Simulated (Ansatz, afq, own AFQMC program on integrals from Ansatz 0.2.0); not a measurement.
**BHF (doublet): quantum Monte Carlo beside coupled cluster as a fragment species, def2-TZVP**

How near does AFQMC come to the top of the ladder for BHF (doublet)?

Program: Ansatz 0.2.0, Gaussian basis, and an in-house AFQMC program (afq) on its integrals; all values are calculated. Level of theory: def2-TZVP, frozen cores. These are calculated values, not measurements.

Plan: PBE (unrestricted); r2SCAN (unrestricted); PBE0 (unrestricted); B3LYP (unrestricted); wB97M-V (unrestricted); CCSD(T) on UHF; B2PLYP (unrestricted); CCSDT(Q) on UHF; CCSD(T) on UHF; CCSD(T) on UHF; Phaseless AFQMC, CISD trial on UHF.

**1. What is computed**

The geometry is a PBE0/def2-SVP stationary point (not a proven minimum).

3 atoms, charge 0, spin multiplicity 2.

Atoms are counted from 1 here; the program's logs count them from 0.

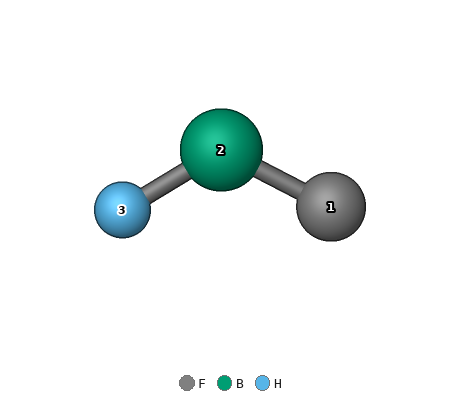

The structure; fluorine grey, boron teal, hydrogen blue; atoms are numbered from 1 in the order of the file.

**2. PBE (unrestricted)**

The input, in.yaml:

```yaml
crystal:
  periodic: [false, false, false]
  atoms:
    - {symbol: F, position_ang: [1.324298, 0.260450, -0.438544]}
    - {symbol: B, position_ang: [0.168608, -0.075806, 0.055686]}
    - {symbol: H, position_ang: [0.080593, -0.845445, 0.995658]}
basis:
  gaussian: {orbitals: def2-TZVP}
magnetization: {spin_polarized: true, initial_magnetization: 1}
hamiltonian: {xc: {name: PBE}}
output: {orbitals: {seedname: orbitals}}
```

On the command line:

```sh
ansatz run in.yaml --threads 1 --pin off --events-out ev --progress --plain --max-ram 8192MiB --backend cpu
```

Output:

```text
Functional definition: PBE
  name "PBE"
  cite "Perdew, Burke & Ernzerhof, Phys. Rev. Lett. 77, 3865 (1996) doi:10.1103/PhysRevLett.77.3865"
  parent pbe
  parameter kappa = 0.804
  parameter beta = 0.06672455060314922
  exchange = pbe_x(kappa = kappa, mu = beta*pi^2/3)
  correlation = pbe_c(beta = beta)
369 factors; their error is unknown
mean field evaluation 1: about -3404.7499 eV, gradient 1.9e1 eV
mean field evaluation 2: about -3403.0399 eV, gradient 3.3e1 eV
mean field evaluation 4: about -3405.9075 eV, gradient 5.8e-1 eV
mean field evaluation 8: about -3405.9053 eV, gradient 1.5e-2 eV
mean field -3405.90528239 eV, -125.1647105225 hartree, gradient 2.8e-5 eV, S^2 0.751716; 0 other end points of the search recorded, 0 dependent functions left out
reference -3405.90531639 eV, -125.1647117716 hartree; 8, 7 occupied and 60, 61 virtual orbitals, 369 factors
Total energy: -3405.90531639 eV, -125.1647117716 hartree
```

Wall time 0.57 s (1 thread of AMD EPYC 7R13 (Zen 3), shared host); peak memory 1.6 GiB.

From the report: ⟨S²⟩ of the determinant 0.752 (pure doublet: 0.75).

**3. r2SCAN (unrestricted)**

Edit in.yaml of step 2 so:

```diff
@@ -9,3 +9,2 @@
 magnetization: {spin_polarized: true, initial_magnetization: 1}
-hamiltonian: {xc: {name: PBE}}
-output: {orbitals: {seedname: orbitals}}
+hamiltonian: {xc: {name: r2SCAN}}
```

The command is unchanged.

Output:

```text
Functional definition: r2SCAN
  name "r2SCAN"
  cite "Furness, Kaplan, Ning, Perdew & Sun, J. Phys. Chem. Lett. 11, 8208 (2020) doi:10.1021/acs.jpclett.0c02405"
  cite "Furness, Kaplan, Ning, Perdew & Sun, J. Phys. Chem. Lett. 11, 9248 (2020) doi:10.1021/acs.jpclett.0c03077"
  parent r2scan
  parameter k0 = 0.174
  parameter k1 = 0.065
  parameter a1 = 4.9479
  exchange = r2scan_x(k0 = k0, k1 = k1, a1 = a1)
  correlation = r2scan_c
369 factors; their error is unknown
mean field evaluation 1: about -3407.1574 eV, gradient 1.8e1 eV
mean field evaluation 2: about -3406.0117 eV, gradient 2.8e1 eV
mean field evaluation 4: about -3408.1491 eV, gradient 4.6e-1 eV
mean field evaluation 8: about -3408.1463 eV, gradient 8.4e-2 eV
mean field evaluation 16: about -3408.1464 eV, gradient 3.1e-5 eV
mean field -3408.14637350 eV, -125.2470691017 hartree, gradient 3.1e-5 eV, S^2 0.752807; 0 other end points of the search recorded, 0 dependent functions left out
reference -3408.14638602 eV, -125.2470695615 hartree; 8, 7 occupied and 60, 61 virtual orbitals, 369 factors
Total energy: -3408.14638602 eV, -125.2470695615 hartree
```

It took 1.3 s on 1 thread of AMD EPYC 7R13 (Zen 3), shared host; peak memory 1.6 GiB.

From the report: ⟨S²⟩ of the determinant 0.753 (pure doublet: 0.75).

**4. PBE0 (unrestricted)**

Edit in.yaml of step 3 so:

```diff
@@ -9,2 +9,3 @@
 magnetization: {spin_polarized: true, initial_magnetization: 1}
-hamiltonian: {xc: {name: r2SCAN}}
+hamiltonian: {xc: {name: PBE0}}
+output: {orbitals: {seedname: orbitals}}
```

Same command.

Output:

```text
Functional definition: PBE0
  name "PBE0"
  cite "Adamo & Barone, J. Chem. Phys. 110, 6158 (1999) doi:10.1063/1.478522"
  cite "Perdew, Burke & Ernzerhof, Phys. Rev. Lett. 77, 3865 (1996) doi:10.1103/PhysRevLett.77.3865"
  parent pbe
  parameter a = 0.25
  parameter kappa = 0.804
  parameter beta = 0.06672455060314922
  exchange = (1 - a)*pbe_x(kappa = kappa, mu = beta*pi^2/3) + a*exact_x
  correlation = pbe_c(beta = beta)
369 factors; their error is unknown
mean field evaluation 1: about -3405.1721 eV, gradient 1.7e1 eV
mean field evaluation 2: about -3404.3999 eV, gradient 2.5e1 eV
mean field evaluation 4: about -3406.0654 eV, gradient 4.4e-1 eV
mean field evaluation 8: about -3406.0785 eV, gradient 8.9e-2 eV
mean field evaluation 16: about -3406.0785 eV, gradient 2.2e-5 eV
mean field -3406.07850130 eV, -125.1710761998 hartree, gradient 2.2e-5 eV, S^2 0.751913; 0 other end points of the search recorded, 0 dependent functions left out
reference -3406.07852665 eV, -125.1710771313 hartree; 8, 7 occupied and 60, 61 virtual orbitals, 369 factors
Total energy: -3406.07852665 eV, -125.1710771313 hartree
```

Wall time 0.66 s (1 thread of AMD EPYC 7R13 (Zen 3), shared host); peak memory 1.6 GiB.

From the report: ⟨S²⟩ of the determinant 0.752 (pure doublet: 0.75).

**5. B3LYP (unrestricted)**

Edit in.yaml of step 4 so:

```diff
@@ -9,3 +9,2 @@
 magnetization: {spin_polarized: true, initial_magnetization: 1}
-hamiltonian: {xc: {name: PBE0}}
-output: {orbitals: {seedname: orbitals}}
+hamiltonian: {xc: {name: B3LYP}}
```

The command is unchanged.

Output, shortened:

```text
Functional definition: B3LYP
  name "B3LYP"
  cite "Stephens, Devlin, Chabalowski & Frisch, J. Phys. Chem. 98, 11623 (1994) doi:10.1021/j100096a001"
  cite "Becke, Phys. Rev. A 38, 3098 (1988) doi:10.1103/PhysRevA.38.3098"
  cite "Lee, Yang & Parr, Phys. Rev. B 37, 785 (1988) doi:10.1103/PhysRevB.37.785"
  cite "Vosko, Wilk & Nusair, Can. J. Phys. 58, 1200 (1980) doi:10.1139/p80-159"
[...]
369 factors; their error is unknown
[...]
mean field -3409.91805308 eV, -125.3121771253 hartree, gradient 1.6e-5 eV, S^2 0.751680; 0 other end points of the search recorded, 0 dependent functions left out
reference -3409.91823444 eV, -125.3121837900 hartree; 8, 7 occupied and 60, 61 virtual orbitals, 369 factors
Total energy: -3409.91823444 eV, -125.3121837900 hartree
```

It took 0.76 s on 1 thread of AMD EPYC 7R13 (Zen 3), shared host; peak memory 1.6 GiB.

From the report: ⟨S²⟩ of the determinant 0.752 (pure doublet: 0.75).

**6. wB97M-V (unrestricted)**

Edit in.yaml of step 5 so:

```diff
@@ -9,2 +9,3 @@
 magnetization: {spin_polarized: true, initial_magnetization: 1}
-hamiltonian: {xc: {name: B3LYP}}
+hamiltonian: {xc: {name: wB97M-V}}
+output: {orbitals: {seedname: orbitals}}
```

Same command.

Output, shortened:

```text
Functional definition: wB97M-V
  name "wB97M-V"
  cite "Mardirossian & Head-Gordon, J. Chem. Phys. 144, 214110 (2016) doi:10.1063/1.4952647"
  cite "Becke, J. Chem. Phys. 107, 8554 (1997) doi:10.1063/1.475007"
  cite "Vydrov & Van Voorhis, J. Chem. Phys. 133, 244103 (2010) doi:10.1063/1.3521275"
  # Of w^i u^j: cxij and so on, Table III.
[...]
  gx(w, u) = 1 - cx + cx01*u + cx10*w
  gss(w, u) = css00 + css04*u^4 + css10*w + css20*w^2 + css43*w^4*u^3
  gos(w, u) = cos00 + cos10*w + (cos20 + cos21*u)*w^2 + (cos60 + cos61*u)*w^6
[...]
      + integral(e_c_pw_mod_opposite_spin*gos(b97_w_opposite, b97_u_opposite)) + vv10(b, c)
369 factors; their error is unknown
94 factors; integrals over basis functions are off by at most 2.3e-5 eV
[...]
mean field -3408.56295772 eV, -125.2623782893 hartree, gradient 3.7e-5 eV, S^2 0.751152; 0 other end points of the search recorded, 0 dependent functions left out
reference -3408.56299288 eV, -125.2623795815 hartree; 8, 7 occupied and 60, 61 virtual orbitals, 369 factors
Total energy: -3408.56299288 eV, -125.2623795815 hartree
```

Wall time 2 s (1 thread of AMD EPYC 7R13 (Zen 3), shared host); peak memory 1.6 GiB.

From the report: ⟨S²⟩ of the determinant 0.751 (pure doublet: 0.75).

**7. CCSD(T) on UHF**

Edit in.yaml of step 6 so:

```diff
@@ -9,3 +9,2 @@
 magnetization: {spin_polarized: true, initial_magnetization: 1}
-hamiltonian: {xc: {name: wB97M-V}}
-output: {orbitals: {seedname: orbitals}}
+correlation: {method: ccsd_t, electrons: outside_noble_gas, hamiltonian_folder: ham}
```

On the command line:

```sh
ansatz run in.yaml --threads 1 --pin off --events-out ev --progress --plain --max-ram 24576MiB --backend cuda --devices 0, --max-vram 18GiB
```

Output, shortened:

```text
Functional definition: HF
  name "HF"
  cite "Fock, Z. Phys. 61, 126 (1930) doi:10.1007/BF01340294"
  parent pbe
[...]
457 factors; integrals over basis functions are off by at most 1.3e-3 eV
[...]
mean field -3394.31810288 eV, -124.7388895293 hartree, gradient 2.6e-6 eV, S^2 0.753385; 1 other end points of the search recorded, 0 dependent functions left out
determinant -3394.31810288 eV, -124.7388895293 hartree, with singles and doubles -3403.40996797 eV, -125.0730094088 hartree
determinant -3391.78396298 eV, -124.6457616056 hartree, with singles and doubles -3401.08699203 eV, -124.9876416175 hartree
2 core orbitals not correlated: weight in the atoms' cores, before any rotation towards them, 1.000 or more for the frozen orbitals, at most 0.000 for the correlated occupied ones
reference -3394.31810288 eV, -124.7388895293 hartree; 6, 5 occupied and 60, 61 virtual orbitals, 457 factors
second order -8.78301896 eV of doubles, -0.00000000 eV of singles
cycle   1  -9.07053999 eV  change   -9.8e-1 eV  update   1.8e-2
[...]
cycle   9  -9.09422622 eV  change    5.9e-6 eV  update   7.8e-6
perturbative correction -0.26456761 eV, -0.0097226804 hartree
Total energy: -3403.67689671 eV, -125.0828188591 hartree
```

Run time: 6 s. Hardware: 1 × NVIDIA H100 80GB HBM3 with 1 thread of AMD EPYC 7R13 (Zen 3), shared host; peak host memory 1.6 GiB.

From the report: ⟨S²⟩ of the determinant 0.753 (pure doublet: 0.75); correlation -9.3588 eV; T1 0.016; largest double amplitude 0.03.

This run also writes the integrals to the folder ham.

**8. B2PLYP (unrestricted)**

Edit in.yaml of step 7 so:

```diff
@@ -9,2 +9,3 @@
 magnetization: {spin_polarized: true, initial_magnetization: 1}
-correlation: {method: ccsd_t, electrons: outside_noble_gas, hamiltonian_folder: ham}
+hamiltonian: {xc: {name: B2PLYP}}
+correlation: {electrons: outside_noble_gas}
```

On the command line:

```sh
ansatz run in.yaml --threads 1 --pin off --events-out ev --progress --plain --max-ram 8192MiB --backend cpu
```

Output, shortened:

```text
Functional definition: B2PLYP
  name "B2PLYP"
  cite "Grimme, J. Chem. Phys. 124, 034108 (2006) doi:10.1063/1.2148954"
  cite "Becke, Phys. Rev. A 38, 3098 (1988) doi:10.1103/PhysRevA.38.3098"
  cite "Lee, Yang & Parr, Phys. Rev. B 37, 785 (1988) doi:10.1103/PhysRevB.37.785"
[...]
457 factors; integrals over basis functions are off by at most 1.3e-3 eV
[...]
mean field -3404.74485795 eV, -125.1220657105 hartree, gradient 4.9e-6 eV, S^2 0.752426; 0 other end points of the search recorded, 0 dependent functions left out
2 core orbitals not correlated: weight in the atoms' cores, before any rotation towards them, 1.000 or more for the frozen orbitals, at most 0.000 for the correlated occupied ones
reference -3404.74497144 eV, -125.1220698813 hartree; 6, 5 occupied and 60, 61 virtual orbitals, 457 factors
second order -10.50523647 eV of doubles, -0.00000000 eV of singles
Total energy: -3407.58138528 eV, -125.2263061675 hartree
```

It took 0.81 s on 1 thread of AMD EPYC 7R13 (Zen 3), shared host; peak memory 1.6 GiB.

From the report: ⟨S²⟩ of the determinant 0.752 (pure doublet: 0.75).

**9. CCSDT(Q) on UHF**

Edit in.yaml of step 8 so:

```diff
@@ -9,3 +9,2 @@
 magnetization: {spin_polarized: true, initial_magnetization: 1}
-hamiltonian: {xc: {name: B2PLYP}}
-correlation: {electrons: outside_noble_gas}
+correlation: {method: ccsdt_q, electrons: outside_noble_gas}
```

On the command line:

```sh
ansatz run in.yaml --threads 1 --pin off --events-out ev --progress --plain --max-ram 24576MiB --backend cuda --devices 0, --max-vram 18GiB
```

Output, shortened:

```text
Functional definition: HF
  name "HF"
  cite "Fock, Z. Phys. 61, 126 (1930) doi:10.1007/BF01340294"
  parent pbe
[...]
853 factors; integrals over basis functions are off by at most 2.4e-7 eV
[...]
mean field -3394.31811083 eV, -124.7388898214 hartree, gradient 1.6e-6 eV, S^2 0.753385; 1 other end points of the search recorded, 0 dependent functions left out
determinant -3394.31811083 eV, -124.7388898214 hartree, with singles and doubles -3403.40999229 eV, -125.0730103025 hartree
determinant -3391.78397315 eV, -124.6457619794 hartree, with singles and doubles -3401.08702391 eV, -124.9876427890 hartree
2 core orbitals not correlated: weight in the atoms' cores, before any rotation towards them, 1.000 or more for the frozen orbitals, at most 0.000 for the correlated occupied ones
reference -3394.31811083 eV, -124.7388898214 hartree; 6, 5 occupied and 60, 61 virtual orbitals, 853 factors
second order -8.78304039 eV of doubles, -0.00000000 eV of singles
cycle   1  -8.82127089 eV  change   -3.8e-2 eV  update   8.0e-2
[...]
cycle  16  -9.37050916 eV  change    4.6e-7 eV  update   5.9e-7
perturbative correction -0.01002797 eV, -0.0003685212 hartree
Total energy: -3403.69864796 eV, -125.0836182029 hartree
```

Wall time 15 s (1 × NVIDIA H100 80GB HBM3 with 1 thread of AMD EPYC 7R13 (Zen 3), shared host); peak host memory 1.6 GiB.

From the report: ⟨S²⟩ of the determinant 0.753 (pure doublet: 0.75); correlation -9.3805 eV; T1 0.017; largest double amplitude 0.03.

**10. CCSD(T) on UHF**

Edit in.yaml of step 9 so:

```diff
@@ -7,4 +7,4 @@
 basis:
-  gaussian: {orbitals: def2-TZVP}
+  gaussian: {orbitals: def2-TZVPP}
 magnetization: {spin_polarized: true, initial_magnetization: 1}
-correlation: {method: ccsdt_q, electrons: outside_noble_gas}
+correlation: {method: ccsd_t, electrons: outside_noble_gas}
```

Launched as before.

Output, shortened:

```text
Functional definition: HF
  name "HF"
  cite "Fock, Z. Phys. 61, 126 (1930) doi:10.1007/BF01340294"
  parent pbe
[...]
479 factors; integrals over basis functions are off by at most 1.6e-3 eV
[...]
mean field -3394.32343328 eV, -124.7390854178 hartree, gradient 1.5e-6 eV, S^2 0.753452; 1 other end points of the search recorded, 0 dependent functions left out
determinant -3394.32343328 eV, -124.7390854178 hartree, with singles and doubles -3403.48428477 eV, -125.0757405009 hartree
determinant -3391.79065270 eV, -124.6460074483 hartree, with singles and doubles -3401.15256294 eV, -124.9900513039 hartree
2 core orbitals not correlated: weight in the atoms' cores, before any rotation towards them, 1.000 or more for the frozen orbitals, at most 0.000 for the correlated occupied ones
reference -3394.32343328 eV, -124.7390854178 hartree; 6, 5 occupied and 68, 69 virtual orbitals, 479 factors
second order -8.84729688 eV of doubles, -0.00000000 eV of singles
cycle   1  -9.12327039 eV  change    -1.0e0 eV  update   1.8e-2
[...]
cycle   9  -9.14713745 eV  change    6.5e-6 eV  update   7.9e-6
perturbative correction -0.26654515 eV, -0.0097953536 hartree
Total energy: -3403.73711587 eV, -125.0850318724 hartree
```

It took 7.5 s on 1 × NVIDIA H100 80GB HBM3 with 1 thread of AMD EPYC 7R13 (Zen 3), shared host; peak host memory 1.6 GiB.

From the report: ⟨S²⟩ of the determinant 0.753 (pure doublet: 0.75); correlation -9.4137 eV; T1 0.016; largest double amplitude 0.03.

**11. CCSD(T) on UHF**

Edit in.yaml of step 10 so:

```diff
@@ -7,3 +7,3 @@
 basis:
-  gaussian: {orbitals: def2-TZVPP}
+  gaussian: {orbitals: "def2-QZVPP.json"}
 magnetization: {spin_polarized: true, initial_magnetization: 1}
```

Same command.

Output, shortened:

```text
Functional definition: HF
  name "HF"
  cite "Fock, Z. Phys. 61, 126 (1930) doi:10.1007/BF01340294"
  parent pbe
[...]
883 factors; integrals over basis functions are off by at most 9.4e-4 eV
[...]
mean field -3394.48551245 eV, -124.7450417175 hartree, gradient 1.7e-6 eV, S^2 0.753496; 1 other end points of the search recorded, 0 dependent functions left out
determinant -3394.48551245 eV, -124.7450417175 hartree, with singles and doubles -3404.46556053 eV, -125.1118017197 hartree
determinant -3391.96671761 eV, -124.6524777146 hartree, with singles and doubles -3402.15423382 eV, -125.0268620299 hartree
2 core orbitals not correlated: weight in the atoms' cores, before any rotation towards them, 1.000 or more for the frozen orbitals, at most 0.000 for the correlated occupied ones
reference -3394.48551245 eV, -124.7450417175 hartree; 6, 5 occupied and 136, 137 virtual orbitals, 883 factors
second order -9.65115166 eV of doubles, -0.00000000 eV of singles
cycle   1  -9.83525883 eV  change    -1.3e0 eV  update   2.1e-2
[...]
cycle   9  -9.86761961 eV  change    9.6e-6 eV  update   8.5e-6
perturbative correction -0.31400510 eV, -0.0115394744 hartree
Total energy: -3404.66713715 eV, -125.1192095241 hartree
```

Wall time 7 s (1 × NVIDIA H100 80GB HBM3 with 1 thread of AMD EPYC 7R13 (Zen 3), shared host); peak host memory 1.6 GiB.

From the report: ⟨S²⟩ of the determinant 0.753 (pure doublet: 0.75); correlation -10.1816 eV; T1 0.016; largest double amplitude 0.02.

**12. Phaseless AFQMC, CISD trial on UHF**

It reads the integrals that the CCSD(T) run on this determinant wrote.

On the command line:

```sh
afq ham --method phaseless --trial cisd --walkers 3700 --populations 20 --least-time 60 --time-step 0.005 --steps-per-block 50 --equilibration-blocks 28 --max-blocks 4000 --target-error 0.0002 --factor-cut 1e-05 --start spin_pure --seed 9092 --release-times 0.24,0.51,0.99,1.62,2.4 --release-step 0.03 --release-every 3 --taylor-order 6
```

Output:

```text
orbitals 66  electrons 6 5  factors 457 of 457
reference energy -124.73888953 Eh
CCSD correlation -0.33420682 Eh in 11 cycles, weight of the determinant in the CISD state 0.9178
energy of the start -125.073011 Eh
 block  time / (1/Eh)  mean weight  energy / Eh
     1     0.250  1.0003  -125.073348
     2     0.500  1.0000  -125.076936
     3     0.750  0.9994  -125.079570
     4     1.000  1.0002  -125.081421
     5     1.250  1.0001  -125.082341
     6     1.500  0.9999  -125.082961
     7     1.750  0.9999  -125.081823
     8     2.000  1.0006  -125.082483
     9     2.250  1.0006  -125.082478
    10     2.500  1.0002  -125.082550
    11     2.750  1.0000  -125.082493
    12     3.000  0.9999  -125.083113
    13     3.250  1.0003  -125.083233
    14     3.500  0.9998  -125.083218
    15     3.750  0.9999  -125.083875
    16     4.000  0.9994  -125.083064
    17     4.250  0.9995  -125.083037
    18     4.500  1.0004  -125.082766
    19     4.750  1.0006  -125.083014
    20     5.000  1.0001  -125.083439
    21     5.250  0.9996  -125.082482
    22     5.500  1.0001  -125.082658
    23     5.750  0.9997  -125.083644
    24     6.000  0.9999  -125.083683
    25     6.250  1.0004  -125.083072
    26     6.500  1.0000  -125.083234
    27     6.750  1.0002  -125.083035
    28     7.000  0.9999  -125.082923
    29     7.250  1.0001  -125.082384
    30     7.500  1.0005  -125.082626
    31     7.750  1.0001  -125.082883
    32     8.000  0.9999  -125.082762
    33     8.250  1.0005  -125.083327
    34     8.500  0.9992  -125.082360
    35     8.750  1.0003  -125.082668
    36     9.000  0.9998  -125.083644
    37     9.250  1.0001  -125.083823
    38     9.500  0.9998  -125.082381
    39     9.750  0.9998  -125.084394
    40    10.000  0.9997  -125.084228
    41    10.250  1.0006  -125.082669
    42    10.500  1.0000  -125.083300
    43    10.750  1.0006  -125.083075
    44    11.000  1.0003  -125.084339
    45    11.250  0.9999  -125.082415
    46    11.500  1.0006  -125.082694
    47    11.750  1.0000  -125.082093
    48    12.000  0.9995  -125.083689
    49    12.250  0.9994  -125.084449
    50    12.500  1.0005  -125.084395
    51    12.750  1.0005  -125.083794
    52    13.000  0.9997  -125.083532
    53    13.250  1.0002  -125.082526
    54    13.500  0.9999  -125.083059
    55    13.750  0.9998  -125.083223
    56    14.000  0.9999  -125.083145
    57    14.250  0.9995  -125.082923
    58    14.500  1.0000  -125.084569
    59    14.750  1.0002  -125.083110
    60    15.000  1.0000  -125.083519
    61    15.250  0.9999  -125.084405
    62    15.500  1.0001  -125.084266
    63    15.750  0.9997  -125.083724
    64    16.000  1.0002  -125.083702
    65    16.250  0.9998  -125.083802
    66    16.500  1.0002  -125.083110
    67    16.750  0.9998  -125.083584
    68    17.000  0.9997  -125.085185
    69    17.250  1.0001  -125.083635
    70    17.500  0.9997  -125.084345
    71    17.750  0.9999  -125.083073
    72    18.000  0.9995  -125.082884
    73    18.250  1.0000  -125.083820
    74    18.500  1.0006  -125.086208
    75    18.750  0.9996  -125.084375
    76    19.000  1.0007  -125.085532
    77    19.250  0.9998  -125.083676
    78    19.500  0.9997  -125.084437
error from the spread of 20 populations
released: time / (1/Eh)  energy / Eh  error  mean overlap
  0.24  -125.083713  0.000127  0.9935
  0.51  -125.083589  0.000145  0.9879
  0.99  -125.083649  0.000146  0.9832
  1.62  -125.083639  0.000223  0.9717
  2.40  -125.083819  0.000176  0.9664
energy -125.083555 +/- 0.000159 Eh
```

Wall time 2.3 min (1 × NVIDIA H100 80GB HBM3 with 2 threads of AMD EPYC 7R13 (Zen 3), shared host); peak host memory 1.7 GiB.

Energy -3403.6969 ± 0.0043 eV. Caveats: constraint bias not in the error.

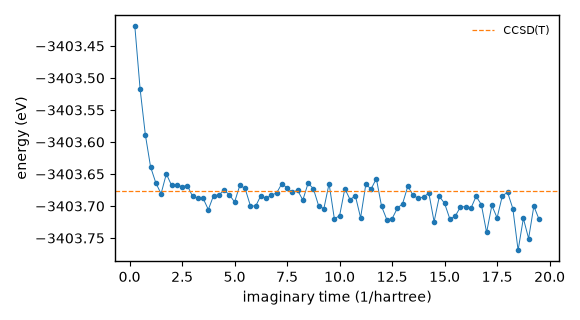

Block energies along the walk.

**13. AFQMC on the ladder**

On the UHF determinant, counted from CCSDT(Q) (a yardstick, not exact):

```tsv
level	energy (eV)	from CCSDT(Q) (kJ/mol)	statistical error (kJ/mol)	time
HF	-3394.3181	+905.1		
MP2	-3403.1011	+57.7		
CCSD	-3403.4123	+27.6		
CCSD(T)	-3403.6769	+2.1		
CCSDT(Q)	-3403.6986	0.0		
Phaseless AFQMC, CISD trial, step 0.005, 3700 walkers	-3403.6969	+0.2	0.4	2.3 min
```

The functionals' totals stand on their own zeros and serve differences with other points: PBE -3405.905 eV; r2SCAN -3408.146 eV; PBE0 -3406.079 eV; B3LYP -3409.918 eV; wB97M-V -3408.563 eV; B2PLYP -3407.581 eV.

**14. Outcome**

| quantity | value |
| --- | --- |
| CCSD(T) on UHF from CCSDT(Q) | +2.1 kJ/mol |
| Phaseless AFQMC, CISD trial on UHF from CCSDT(Q) | +0.2 ± 0.4 kJ/mol |

On UHF the phaseless walk with the CISD trial lies +0.2 kJ/mol from CCSDT(Q), within three error bars. Error bars are statistical and leave out the constraint, the time step and what remains of the start.
